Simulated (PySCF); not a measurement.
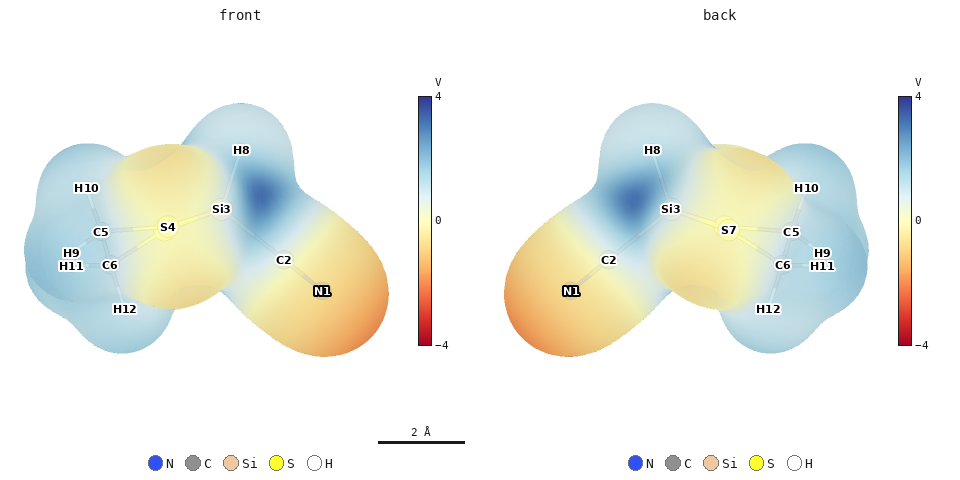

Figure. C3H5NS2Si (SMILES N#C[SiH]1SCCS1). The molecular electrostatic potential painted on the density surface at 0.004 e/bohr³, seen from the front and from behind; red is negative and blue positive.

Geometry: GFN2-xTB.

Method: CAM-B3LYP/def2-SVPD, SCF density, gas phase (PySCF).

```xyz
12

N     3.7520   -0.9555    0.0141
C     2.8205   -0.2962    0.1029
Si    1.2965    0.7722    0.2190
S    -0.0269   -0.1014    1.6626
C    -1.5018   -0.0546    0.5810
C    -1.1583   -0.4733   -0.8290
S     0.1024    0.6344   -1.5572
H     1.6470    2.1540    0.4839
H    -2.2215   -0.7428    1.0237
H    -1.9078    0.9571    0.6059
H    -2.0322   -0.4032   -1.4761
H    -0.7687   -1.4912   -0.8569
```

**Where is the surface potential most negative and most positive?**

The most negative region (about −1.9 V) lies over N1, the most positive (about +3.1 V) over Si3. N1 is the likeliest acceptor of a hydrogen bond.
